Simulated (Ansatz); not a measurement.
F2O2S

Input

```
crystal:
  periodic: [false, false, false]
  atoms:
    - {symbol: F, position_ang: [-0.823516, 0.563766, 0.687036]}
    - {symbol: F, position_ang: [1.800024, 0.798739, -0.429962]}
    - {symbol: O, position_ang: [-0.641408, 0.371091, -1.763245]}
    - {symbol: O, position_ang: [1.225935, -0.492248, -0.202658]}
    - {symbol: S, position_ang: [-0.436906, -0.418308, -0.563460]}
basis:
  gaussian: {orbitals: def2-TZVPD}
output: {forces: true, orbitals: {seedname: orbitals}}
hamiltonian: {xc: {name: PBE0}}
```

Command:

```sh
ansatz run input.yaml --threads 1 --pin off --max-ram 2610MiB --events-out events.jsonl --progress --plain --runs-dir runs
```

Geometry: r2SCAN-D4/def2-SVP.

The calculation used isolated molecule in a Gaussian basis; Kohn-Sham density functional theory, functional PBE0 (Ansatz 0.2.0).

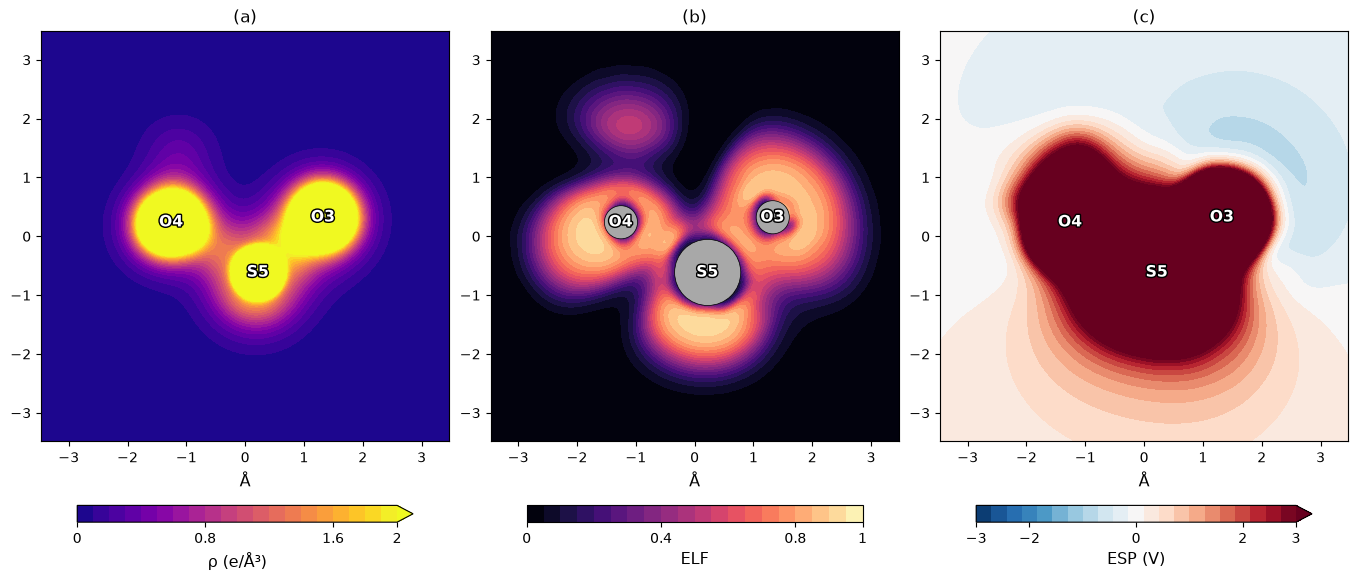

Figure 1. (a) electron density; (b) electron localisation function; (c) electrostatic potential on the plane of atoms O3, S5 and O4. Grey discs cover the atomic cores in the ELF map.

Q: What does the map show?

A: Atoms in the plane: O and S. S–O (1.45 Å): ρ at the midpoint is about 2.3 e/Å³; the ELF peaks at about 0.80 between the atoms: a polar covalent bond. The ELF also peaks beside S5, O4 and O3, away from the bonds: lone-pair regions. Outside the dense part of the molecule the potential is most negative (−0.8 V) near O3.

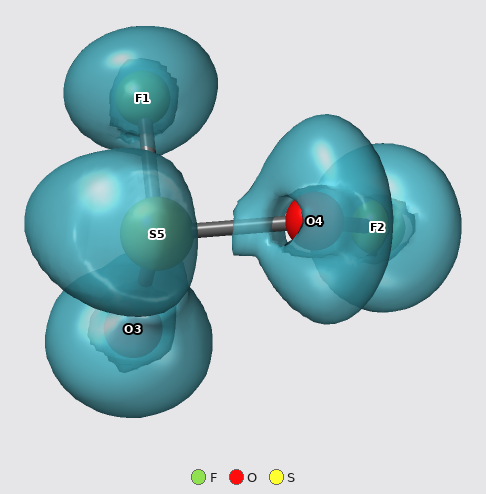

Figure 2. Isosurface of the ELF at 0.75 (cyan), seen across its widest extent. Core shells and regions of very low density are left out.

Q: Where are the electrons localised?

A: The ELF exceeds this value in two regions on O in which the atom's valence shell and bonds are merged, one lobe on S, pointing away from the bonds (lone pairs) and two regions wrapped around F (its lone pairs, merged into a ring or cap). Profiles from the grid: O–F (1.43 Å): the ELF peaks at about 0.70 between the atoms.

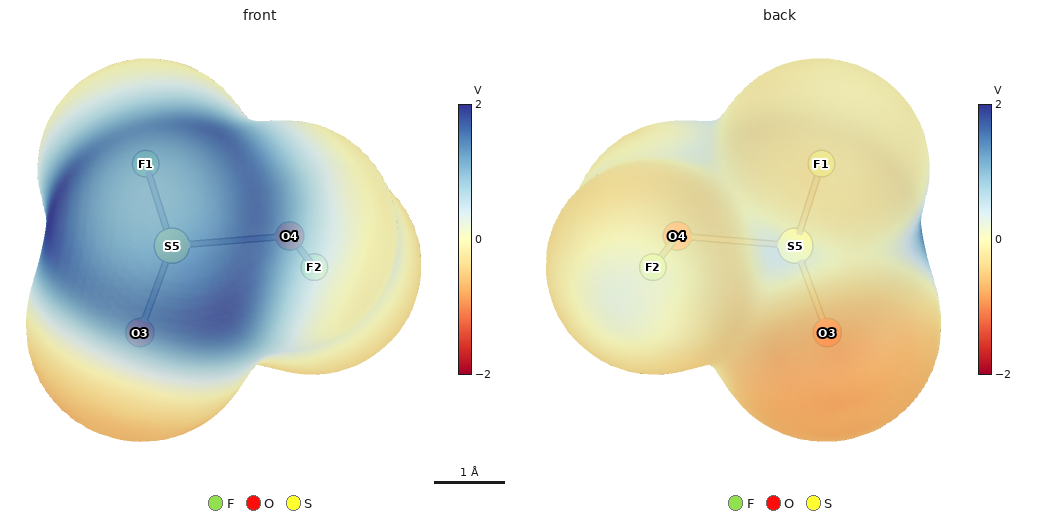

Figure 3. The molecular electrostatic potential painted on the density surface at 0.002 e/bohr³, seen from the front and from behind; the colour scale runs from red (negative) to blue (positive).

Q: Describe the electrostatic potential map.

A: The most negative region (about −0.8 V) lies over O3, the most positive (about +1.9 V) over S5.

Q: What dipole moment does the calculation give?

A: Its dipole moment is 1.90 D.
